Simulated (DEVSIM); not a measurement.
System: abrupt Si p-n junction, at 300 K.

```tsv
layer (left to right)	material	thickness (μm)	Nd (cm⁻³)	Na (cm⁻³)	τn (s)	τp (s)
1	Si	59.0	-	4e17	0.00018	0.00018
2	Si	0.360	3e15	-	0.00018	0.00018
```

Left contact: ohmic. Right contact: ohmic. Voltage is applied to the left contact. Recombination: SRH at mid-gap. Mobility is μmin + (μ − μmin)/(1 + (N/Nref)^α).

The device is made up for the run: typed textbook-type constants, with dimensions and the other settings drawn at random. Values at 300 K.

```tsv
parameter	Si
gap (eV)	1.124
affinity (eV)	4.05
permittivity	11.7
Nc (cm⁻³)	2.86e19
Nv (cm⁻³)	3.1e19
μn (cm²/Vs)	1417
μp (cm²/Vs)	470
μn,min	52
μp,min	45
Nref,n	9.7e16
Nref,p	2.2e17
αn	0.68
αp	0.72
```

Simulated with DEVSIM: 1D drift-diffusion, Boltzmann statistics, complete ionisation; no tunnelling, impact ionisation, image-force lowering or self-heating.

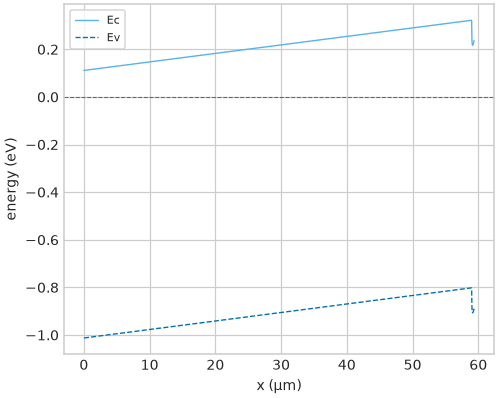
Figure: Band edges at 0.9 V on the left contact

Energies count from the Fermi level of the right contact; mesh points crowd at the junctions.

```csv
x (μm),Ec (eV),Ev (eV),n (cm⁻³),p (cm⁻³),field (V/cm)
0.000,0.112,-1.012,290,4.0e17,36
0.03029,0.112,-1.012,4.6e11,4.0e17,36
0.1039,0.112,-1.012,1.6e12,4.0e17,36
0.2651,0.112,-1.012,4.0e12,4.0e17,36
0.8458,0.115,-1.009,1.2e13,4.0e17,36
1.942,0.118,-1.006,2.6e13,4.0e17,36
4.422,0.127,-0.997,5.0e13,4.0e17,36
13.35,0.159,-0.965,9.2e13,4.0e17,36
30.68,0.221,-0.903,1.1e14,4.0e17,36
46.49,0.278,-0.846,1.1e14,4.0e17,36
53.48,0.303,-0.821,1.1e14,4.0e17,36
57.18,0.316,-0.808,1.1e14,4.0e17,36
58.21,0.320,-0.804,1.1e14,4.0e17,36
58.68,0.321,-0.803,1.1e14,4.0e17,36
58.91,0.322,-0.802,1.1e14,4.0e17,36
58.97,0.322,-0.802,1.1e14,3.9e17,-720
59.00,0.293,-0.831,3.4e14,1.3e17,-31000
59.03,0.243,-0.881,2.3e15,1.8e16,-9100
59.12,0.217,-0.907,6.4e15,4.8e15,-160
59.25,0.224,-0.900,5.0e15,2.3e15,910
59.32,0.231,-0.893,3.7e15,9.8e14,1300
59.36,0.237,-0.887,3.0e15,39000,1400
```
